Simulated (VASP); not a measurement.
Consider the following.

```
BN
1.0
    0.00000     1.74224     1.74224
    1.74224     0.00000     1.74224
    1.74224     1.74224     0.00000
B N
1 1
Direct
  0.00000   0.00000   0.00000
  0.50000   0.50000   0.50000
```

Calculation: PBEsol GGA, VASP's PBE PAW potentials (set 64) (plane waves; VASP 6.6.1). Numerical set-up: 520 eV cut-off, 14×14×14 Γ-centred mesh, tetrahedra with Blöchl corrections, potentials B N.

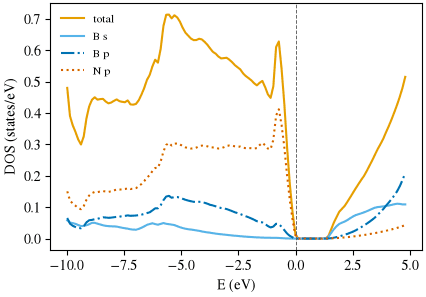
Total and projected density of states, zero at the valence-band maximum

Within 2 eV below the valence-band maximum the largest weight inside VASP's projection spheres is N p.

It has a band gap.

The structure was generated: BN was put into the rock salt type (Fm-3m), which need not be its known phase. It was relaxed first, which changed the volume by +13 %.
